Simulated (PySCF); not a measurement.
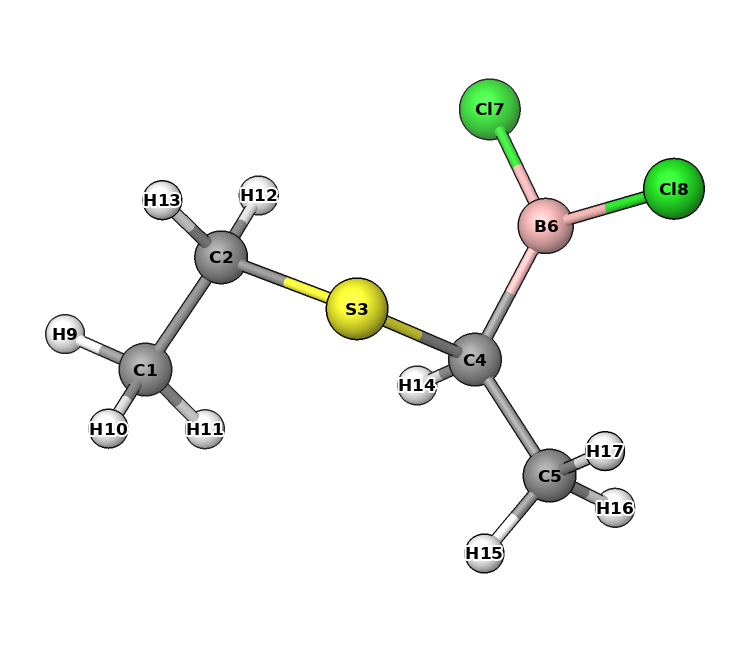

Computed geometry: GFN2-xTB optimisation. No frequency run is at hand to confirm it as a minimum. Electric field gradients from the ground-state density, PBE0/pcSseg-1 (PySCF 2.14.0), non-relativistic apart from any core potentials.

Give the largest field-gradient component, the quadrupole coupling constant and the asymmetry for 33S at S3 (Q = −67.81 mb), 11B at B6 (Q = 40.59 mb), 35Cl at Cl7 (Q = −81.7 mb), 35Cl at Cl8 (Q = −81.7 mb), 2H at H9 (Q = 2.86 mb), 2H at H10 (Q = 2.86 mb), 2H at H11 (Q = 2.86 mb), 2H at H12 (Q = 2.86 mb).

| atom | V_zz (a.u.) | e²qQ/h (MHz) | η |
| --- | --- | --- | --- |
| S3 | −2.762 | 44.0 | 0.68 |
| B6 | 0.348 | 3.32 | 0.70 |
| Cl7 | 2.137 | −41.0 | 0.55 |
| Cl8 | 2.143 | −41.1 | 0.53 |
| H9 | 0.315 | 0.211 | 0.02 |
| H10 | 0.313 | 0.211 | 0.03 |
| H11 | 0.315 | 0.211 | 0.04 |
| H12 | 0.299 | 0.201 | 0.04 |

The geometry is semi-empirical. Around B such bond lengths and angles can be off by a tenth of an ångström or more and by several degrees, and values that hang on the shape move with them.
